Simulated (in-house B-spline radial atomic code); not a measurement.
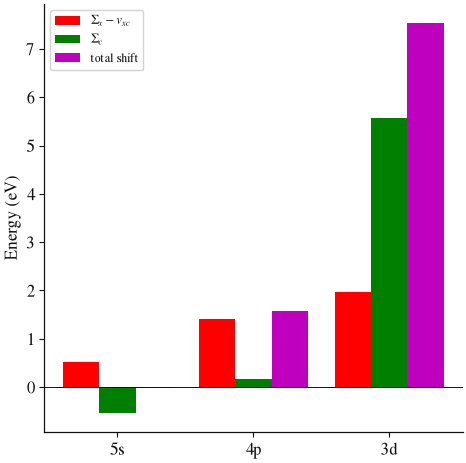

Parts of the G₀W₀ correction to each level for Rb⁻ ([Kr] 5s²). All-electron spherical atom, scalar X2C, PBE with 100 % exact exchange start, no spin-orbit coupling, Breit or QED terms; computed with a B-spline radial code. The quasi-particle equation is solved at full frequency; levels of low quasi-particle weight Z are left out.

**How does G₀W₀ correct the levels?**

G₀W₀ moves the highest occupied level, 5s, from −0.63 to −0.64 eV (renormalisation factor Z = 0.90); the tabulated removal energy is 0.49 eV, so the error is +0.16 eV.

```
Level  Mean field (eV)  Σx − vxc (eV)  Σc (eV)     Z  G₀W₀ (eV)
   5s            −0.63           0.52    −0.54  0.90      −0.64
   4p           −19.67           1.41     0.16  0.86     −18.10
   3d          −124.13           1.96     5.57  0.88    −116.60
```

Known limits: anion configuration assumed.
